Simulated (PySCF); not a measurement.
# UHF/STO-3G run of PO (Phosphorus monoxide)

Aim: the vertical ionisation energy of PO (Phosphorus monoxide) at UHF/STO-3G, from 2 runs. The job is set up through a Python script.

Program for the calculation: PySCF 2.14.0.

4 further runs of the same task are left out: 4 set aside as unsound or not needed.

## (1) Starting point

PO has 2 atoms, charge 0, and is taken as a doublet. SMILES: `O=[P]`. Geometry: relaxed at PBE0-D4/def2-TZVP.

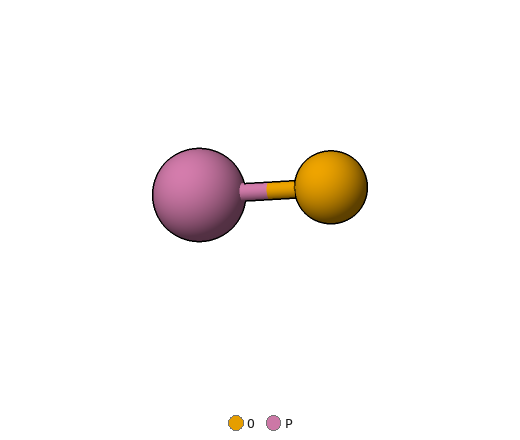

The structure, seen from a chosen angle (oxygen amber, phosphorus pink).

## (2) The energy at UHF/STO-3G

input.py

```python
# Phosphorus monoxide
from pyscf import gto

mol = gto.M(
    atom='''
O      0.000000     0.000000    -0.009450
P      0.000000     0.000000     1.464540
''',
    charge=0,
    basis='sto-3g',
    max_memory=1860,
    verbose=3,
    spin=1,
)

calc0 = mol.UHF()
calc0.conv_tol = 1e-10
calc0.kernel()
if not calc0.converged:
    calc0 = calc0.newton().run(calc0.mo_coeff, calc0.mo_occ)

e_tot = calc0.e_tot
print('E(%s) = %.9f' % ('HF', e_tot))
```

Run with:

```
$ OMP_NUM_THREADS=1 python input.py
```

Output:

```text
converged SCF energy = -410.676355956973  <S^2> = 0.75371323  2S+1 = 2.0037098
E(HF) = -410.676355957
```

Wall time 0.56 s (1 thread of Arm Neoverse V2, shared host); peak memory 0.12 GiB.

## (3) The singlet cation

calc.py

```python
from pyscf import gto

mol = gto.M(
    atom='''
O      0.000000     0.000000    -0.017858
P      0.000000     0.000000     2.767579
''',
    verbose=3,
    charge=1,
    max_memory=1860,
    unit='bohr',
    basis='sto-3g',
)

mf = mol.RHF()
mf.conv_tol = 1e-10
mf.kernel()
if not mf.converged:
    mf = mf.newton().run(mf.mo_coeff, mf.mo_occ)

energy = mf.e_tot
print('E = %.10f Eh' % energy)
```

Run with:

```
$ OMP_NUM_THREADS=1 python calc.py
```

Output:

```text
converged SCF energy = -410.495831320628
E = -410.4958313206 Eh
```

Wall time 0.52 s (1 thread of Arm Neoverse V2, shared host); peak memory 0.12 GiB.

## (4) Summary of results

Level: UHF/STO-3G.

| quantity | value |
| --- | --- |
| doublet PO: total energy | -410.67636 Eh |
| doublet PO: dipole moment | 1.55 D |
| doublet PO: HOMO energy (highest over α and β) | -4.96 eV |
| doublet PO: LUMO energy (lowest over α and β) | 6.18 eV |
| doublet PO: ⟨S²⟩ | 0.754 |
| singlet cation: total energy | -410.49583 Eh |
| singlet cation: HOMO energy | -21.02 eV |
| singlet cation: LUMO energy | -4.85 eV |
| singlet cation: HOMO–LUMO gap | 16.17 eV |
| vertical ionisation energy (to the singlet cation) | 4.912 eV |

What this shows: The vertical ionisation energy comes to 4.91 eV (474 kJ/mol). Only the singlet of the ionised species was computed; a triplet could lie lower. In a minimal basis such a difference can be off by several eV, whatever the method.
